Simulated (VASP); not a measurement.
Band structure of GaBi (relaxed from the zinc blende structure, space group F-43m). These are PBEsol GGA, VASP's PBE PAW potentials (set 64) (plane waves; VASP 6.6.1) values and carry that method's errors.

Unless said otherwise, spin-orbit coupling is left out, though it shifts the bands of the heavy elements here.

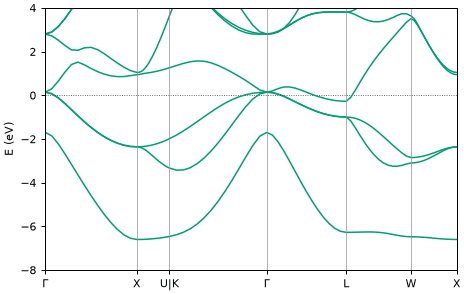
Figure: Bands along high-symmetry lines, zero at the valence-band maximum or, without a gap, the Fermi level

Task: Read the plot: is there a gap, and where are the band edges?

Result: It has no gap at this level: it comes out as a metal or semimetal. (Edges off the drawn lines would not show.)

The structure was generated: GaBi was put into the zinc blende type (F-43m), which need not be its known phase. It was relaxed first.
